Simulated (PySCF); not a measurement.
**C6H10BF3: density, localisation and related maps**

```xyz
20

C    -2.1115    0.7784   -0.0759
C    -1.3263   -0.4115    0.5133
B    -0.0680    0.1555    1.2738
C     1.1968   -0.2151    0.3854
C     2.2235    0.8763    0.2058
F     3.2405    0.5166   -0.6015
F     1.7034    1.9920   -0.3372
F     2.7884    1.2511    1.3668
C     0.6122   -0.6877   -0.9610
C    -0.7408   -1.3022   -0.6003
H    -1.4625    1.4201   -0.6659
H    -2.9142    0.4172   -0.7150
H    -2.5457    1.3758    0.7215
H    -2.0311   -0.9825    1.1232
H    -0.0461    0.7706    2.2615
H     1.7256   -1.0480    0.8658
H     0.4683    0.1762   -1.6118
H     1.2662   -1.3918   -1.4745
H    -1.3969   -1.3703   -1.4671
H    -0.5869   -2.3098   -0.2100
```

Geometry: GFN2-xTB.

Method: PySCF 2.14.0, PBE0/pcSseg-1, SCF density, gas phase, non-relativistic.

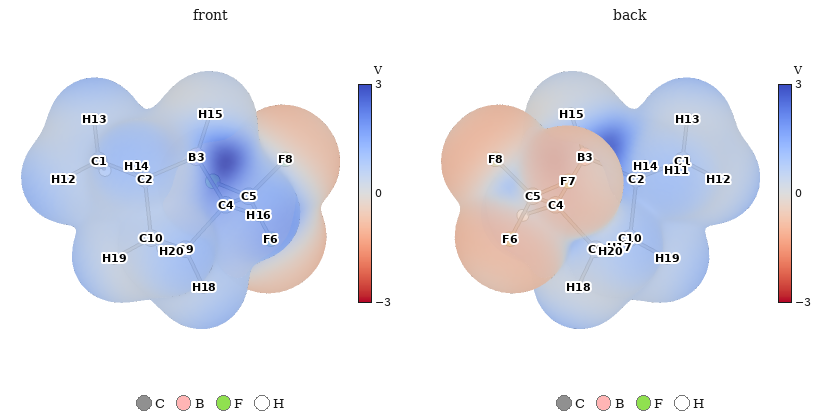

Figure 1. The electrostatic potential painted on the density surface at 0.004 e/bohr³, seen from the front and from behind; red is negative and blue positive.

Question: Which sites attract a positive test charge, and which a negative one?

Answer: A positive charge is drawn to the negative regions and a negative charge to the positive ones. The most negative region (about −0.8 V) lies over F6 and F8, the most positive (about +2.5 V) over B3.

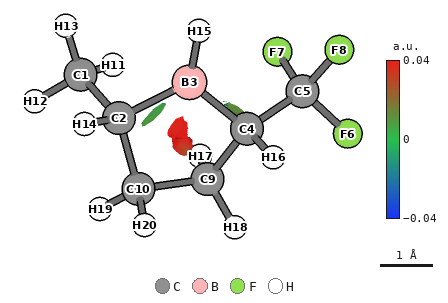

Figure 2. Non-covalent interaction (NCI) plot: the surface where the reduced density gradient is 0.5, for densities under 0.05 a.u., coloured by sign(λ₂)ρ; seen across its widest extent.

Question: What holds or crowds the atoms apart from the covalent bonds?

Answer:
- Between H11 and C1 on one side and H17 and C9 on the other: a weak contact (green)
- Near H17, F7 and C5: mostly steric crowding (olive to red)
- Inside the ring or cage of C2, B3, C4, C9 and C10: steric crowding (red)

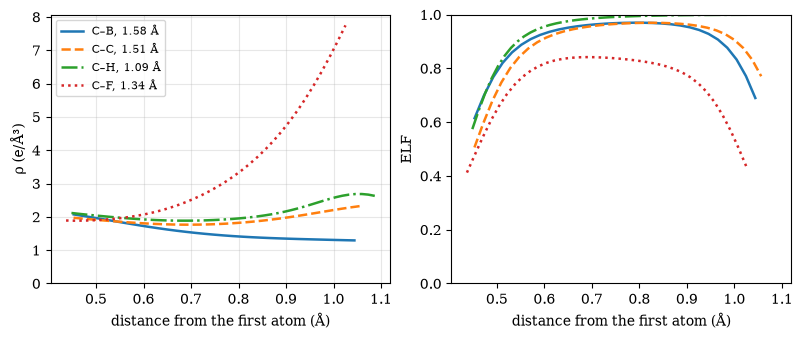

Figure 3. Total electron density and electron localisation function along straight lines between neighbouring atoms. The curves leave out the atomic cores.

Question: What can be read from the curves?

Answer: C–B (1.58 Å): the density is about 1.4 e/Å³ at the midpoint; the ELF peaks at about 0.95 between the atoms, as expected for localised, covalent bonding.
C–C (1.51 Å): the density is about 1.8 e/Å³ at the midpoint; the ELF peaks at about 0.95 between the atoms: localised, covalent bonding.
C–H (1.09 Å): ρ is about 2 e/Å³ halfway; the ELF climbs to about 1 towards the hydrogen, as it does in any bond to H: a covalent bond by its length.
C–F (1.34 Å): ρ is about 2.4 e/Å³ halfway, with its minimum of 1.9 e/Å³ about 0.5 Å from C; the ELF peaks at about 0.85 between the atoms: a polar covalent bond.
